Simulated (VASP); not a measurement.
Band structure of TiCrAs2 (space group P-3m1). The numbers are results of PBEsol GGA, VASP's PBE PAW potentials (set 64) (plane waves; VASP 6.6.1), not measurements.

The run has a spin-polarised start.

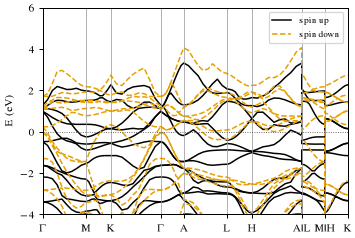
Fig. 1. Bands along high-symmetry lines, zero at the valence-band maximum or, without a gap, the Fermi level

Problem. Read the plot: is there a gap, and where are the band edges?

Solution. It has no gap at this level: it comes out as a metal or semimetal. (Edges off the drawn lines would not show.)

The structure comes from a computed database's TiCrAs2 entry (P-3m1); how it stands against other phases isn't given here. It was relaxed first.
